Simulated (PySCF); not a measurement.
**Two runs on BH3O3**

System: BH3O3, SMILES OB(O)O.
Method of run A: GIAO HF/pcSseg-2 NMR shielding, non-relativistic, gas phase (PySCF 2.14.0).

The geometry comes from this level: PBE0-D3(BJ)/def2-SVP. Text and figures count atoms from 1; the logs count them from 0 in places.

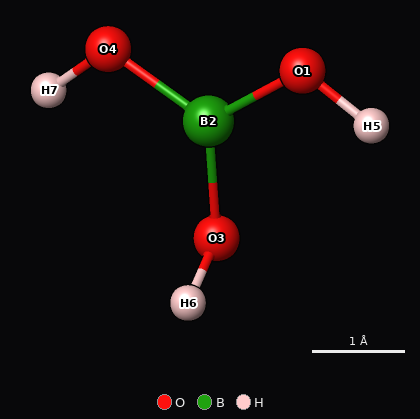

The structure (ball-and-stick view, seen at a tilt; atoms are numbered from 1 in the order of the input).

Input, run A:
```
{"job": {"kind": "nmr", "xc": "HF", "basis": "pcSseg-2", "pop": false}, "charge": 0, "multiplicity": 1}
O     -1.180214    -0.895465     0.105566
B     -0.012394    -0.223547    -0.077423
O      0.015399     1.153511    -0.254021
O      1.121257    -0.972677    -0.136366
H     -1.931234    -0.296518     0.073055
H      0.106307     1.666214     0.552050
H      1.887549    -0.421717    -0.317021
```

The first line tells a small driver script what to run in PySCF; the rest is the geometry in Å.

Hardware: 1 CPU thread, shared host.

Output (run A):
```
final grid: 60952 points
cycle   1  E = -251.1778485835  dE =  5.933e-01  |g| = 7.560e-01  |ddm| = 1.691e+00
cycle   2  E = -251.2622337922  dE = -8.439e-02  |g| = 4.037e-01  |ddm| = 5.100e-01
cycle   3  E = -251.2875847708  dE = -2.535e-02  |g| = 5.023e-02  |ddm| = 1.563e-01
cycle   4  E = -251.2882799704  dE = -6.952e-04  |g| = 1.084e-02  |ddm| = 4.219e-02
cycle   5  E = -251.2883192889  dE = -3.932e-05  |g| = 3.085e-03  |ddm| = 1.178e-02
cycle   6  E = -251.2883223900  dE = -3.101e-06  |g| = 1.437e-03  |ddm| = 3.240e-03
cycle   7  E = -251.2883229432  dE = -5.532e-07  |g| = 2.740e-04  |ddm| = 1.219e-03
cycle   8  E = -251.2883229846  dE = -4.138e-08  |g| = 6.188e-05  |ddm| = 4.201e-04
cycle   9  E = -251.2883229865  dE = -1.877e-09  |g| = 1.660e-05  |ddm| = 6.778e-05
cycle  10  E = -251.2883229866  dE = -1.498e-10  |g| = 3.675e-06  |ddm| = 2.646e-05
converged SCF energy = -251.2883229866

GIAO shielding tensors (ppm)
atom      isotropic    diamagn.    paramagn.     s11        s22        s33       span
  0 O      250.048     384.952    -134.904    177.311    274.694    298.138    120.827
  1 B       92.766     192.273     -99.507     84.016     94.010    100.272     16.256
  2 O      293.807     387.482     -93.675    251.061    303.412    326.949     75.889
  3 O      250.055     384.928    -134.873    177.206    274.761    298.196    120.990
  4 H       28.631      30.978      -2.346     21.489     24.872     39.534     18.046
  5 H       30.068      31.731      -1.664     22.753     23.464     43.986     21.233
  6 H       28.636      30.980      -2.344     21.487     24.886     39.535     18.047
```

The input of run B differs as follows (lines with − go, lines with + come):
```diff
-"xc": "HF"
+"xc": "PBE0"
```

How does run B compare with run A?

The total energies belong to different methods, so their difference says nothing on which is more stable or more accurate. The HOMO goes from −13.68 to −9.06 eV. The LUMO goes from 2.28 to 0.00 eV. The dipole moment goes from 3.03 to 2.81 D. Of all shieldings, the largest change is that of O1 and O4, by −21.4 ppm. The method changes from HF to PBE0. The SCF takes 12 iterations against 10.

Output (run B):
```
coarse grid: 6208 points
cycle   1  E = -252.1365559200  dE =  6.091e-01  |g| = 1.053e+00  |ddm| = 1.726e+00
cycle   2  E = -251.9530818989  dE =  1.835e-01  |g| = 1.471e+00  |ddm| = 1.096e+00
cycle   3  E = -252.3287893921  dE = -3.757e-01  |g| = 5.093e-02  |ddm| = 6.628e-01
cycle   4  E = -252.3290192632  dE = -2.299e-04  |g| = 3.723e-02  |ddm| = 3.273e-02
cycle   5  E = -252.3292411043  dE = -2.218e-04  |g| = 7.636e-03  |ddm| = 1.644e-02
cycle   6  E = -252.3292505845  dE = -9.480e-06  |g| = 1.170e-03  |ddm| = 3.897e-03
final grid: 60952 points
cycle   7  E = -252.3196969033  dE = -8.045e-05  |g| = 4.616e-03  |ddm| = 3.243e-02
cycle   8  E = -252.3196940802  dE =  2.823e-06  |g| = 6.063e-03  |ddm| = 3.782e-03
cycle   9  E = -252.3197000325  dE = -5.952e-06  |g| = 4.461e-04  |ddm| = 2.385e-03
cycle  10  E = -252.3197000493  dE = -1.682e-08  |g| = 3.248e-04  |ddm| = 2.966e-04
cycle  11  E = -252.3197000667  dE = -1.742e-08  |g| = 2.497e-05  |ddm| = 1.279e-04
cycle  12  E = -252.3197000668  dE = -1.046e-10  |g| = 9.288e-06  |ddm| = 2.140e-05
converged SCF energy = -252.3197000668

GIAO shielding tensors (ppm)
atom      isotropic    diamagn.    paramagn.     s11        s22        s33       span
  0 O      228.675     384.756    -156.080    144.033    261.413    280.581    136.548
  1 B       78.389     194.568    -116.178     66.819     83.075     85.274     18.455
  2 O      277.902     387.793    -109.890    233.527    290.034    310.147     76.620
  3 O      228.672     384.732    -156.061    143.878    261.519    280.619    136.741
  4 H       28.373      31.273      -2.900     22.321     25.142     37.655     15.333
  5 H       30.053      32.125      -2.072     23.234     23.965     42.960     19.726
  6 H       28.374      31.274      -2.901     22.317     25.155     37.649     15.333
```

The two runs side by side:

```tsv
quantity	run A	run B
outcome	converged	converged
total energy (hartree)	−251.288323	−252.319700
HOMO (eV)	−13.68	−9.06
LUMO (eV)	2.28	0.00
dipole moment (D)	3.03	2.81
shielding of O1 (ppm)	250.0	228.7
shielding of B2 (ppm)	92.8	78.4
shielding of O3 (ppm)	293.8	277.9
shielding of O4 (ppm)	250.1	228.7
shielding of H5 (ppm)	28.6	28.4
shielding of H6 (ppm)	30.1	30.1
shielding of H7 (ppm)	28.6	28.4
SCF iterations	10	12
basis functions	186	186
wall time (shared host)	6.1 s	13 s
```
